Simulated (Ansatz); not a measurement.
Amorphous Hf18O37H2

The cell was made by melting and quenching with the CHGNet potential and then relaxed with DFT. O atoms were pushed apart under 1.9 Å during the dynamics, to hinder bonds among them. The hot cell started wider than the set density and was brought back towards it in steps. It is the lowest in DFT energy of 2 quenches. It is a model cell: composition and starting density were chosen by hand, and all elements were melted together. No dispersion term was used.

Methods: PBE, scalar-relativistic without spin-orbit coupling (Ansatz, a program for electronic structure); r2SCAN, scalar-relativistic without spin-orbit coupling (Ansatz); HSE06, scalar-relativistic without spin-orbit coupling (Ansatz). Geometry, pressure, stress and energy are those of the PBE run. Its sampling: a 2×2×2 Γ-centred mesh; Fermi-Dirac width 0.02 eV; no spin polarisation. Other functionals are single points at the zone centre (r2SCAN at 500 eV; exact exchange cut at the cell's faces), free to take moments where seeds were set. At PBE the levels at the filled edge of the gap are localised (band-tail or defect states), and the nearest spread-out levels lie 4.5 eV apart at the zone centre.

```yaml
number_of_atoms_in_the_cell: 57
Density (volume relaxed, without dispersion): 8.55 g/cm³
volume_per_atom: 12.96 Å³
Pressure on a 2×2×2 Γ-centred mesh: 0.06 GPa
Largest force and stress component on that mesh (the relaxation ran on the zone centre alone): 0.08 eV/Å and 0.1 GPa
Energy relative to monoclinic HfO2 + H2O gas (lowest mix at this level among the phases computed, not always the ambient ones): 0.176 eV/atom
Level gap on a 2×2×2 Γ-centred mesh (PBE): 4.14 eV
Level gap at the zone centre (PBE): 4.26 eV
Level gap at the zone centre (r2SCAN): 4.74 eV
Level gap at the zone centre (HSE06): 5.86 eV
```

Cut-offs for bonds: Hf-Hf 3.34 Å, Hf-O 2.60 Å, Hf-H 2.27 Å, O-O 1.58 Å, O-H 1.16 Å, H-H 0.90 Å. Two cations that share two anions don't count as bonded, nor two that share one unless they lie closer than Hf-Hf 3.25 Å.

```json
{
 "Mean coordination of Hf by anions": "6.11 (4 with 5, 8 with 6, 6 with 7)",
 "Mean coordination of O": "3.03 (4 with 2, 28 with 3, 5 with 4)",
 "Mean coordination of H": "1.00 (2 with 1)",
 "Mean Hf-O bond": "2.135 Å (spread 0.118 Å, 110 counted)",
 "Mean O-H bond": "0.983 Å (spread 0.006 Å, 2 counted)"
}
```

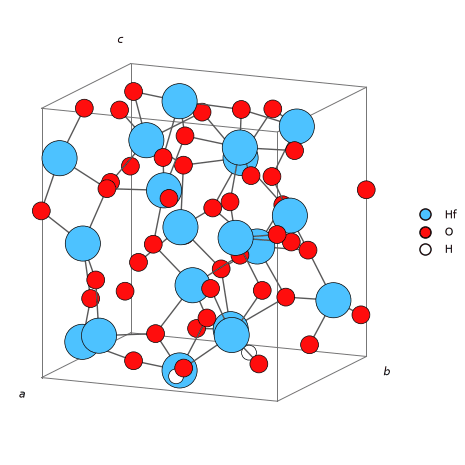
Figure: The relaxed cell

Its density started from a set value of 8.75 g/cm³. The simulated quench (nominally 760 K/ps over its main leg) is rapid and tends to freeze in more defects than a deposited or slowly cooled glass has. Values belong to this one cell and scatter from quench to quench. Volume and shape were free in the relaxation.
